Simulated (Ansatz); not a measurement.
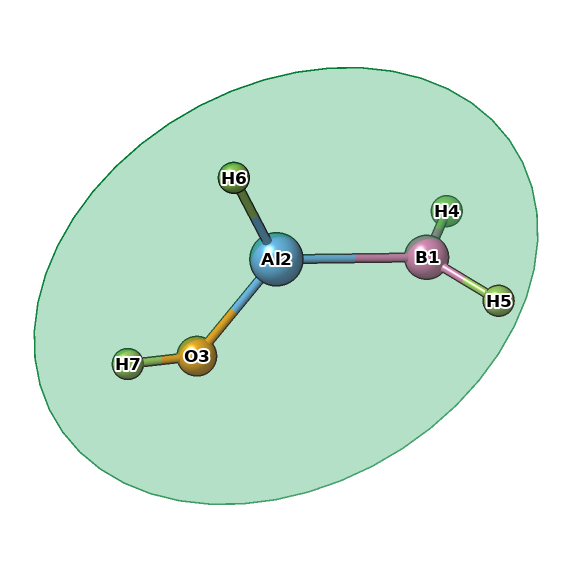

A disc through the centre of mass is drawn in. Distant atoms are faded towards the background colour. The geometry was computed by an optimisation with PBE0-D4/def2-TZVP.

Is the plane of the disc a mirror plane of the structure?

Answer. Yes. The reflection leaves B1, Al2, O3, H6, H7 in place and moves H4 ↔ H5. The point group is Cs.
